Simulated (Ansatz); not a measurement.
# What N → C does to HfN

Base system: HfN in the rock salt structure (space group Fm-3m, No. 225; a = 4.5480 Å).

It is then changed as follows: full substitution N → C, then cell and atoms are relaxed.

Calculations: Ansatz (a program for electronic structure) PBE, no spin-orbit coupling, earlier PAW set. Γ-centred 17×17×17 mesh, Fermi–Dirac width 0.05 eV, for the changed cell.

The volume per atom grows by 0.82 Å³, from 11.76 Å³ to 12.58 Å³ and the density shrinks by 1.02 g/cm³ to 12.57 g/cm³. The lattice parameter a rises by 0.104 Å, from 4.548 Å to 4.652 Å and the space group stays Fm-3m (No. 225). The band gap stays zero.

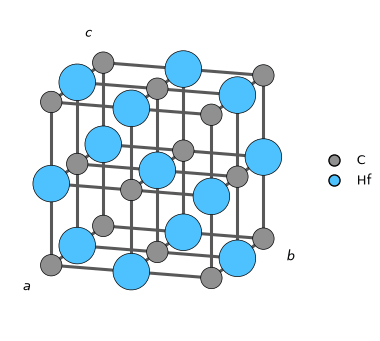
Fig. 1. The relaxed conventional cell after the change

Stability against distortions was not tested. All final runs are without spin polarisation. An odd electron count without spin: HfN.
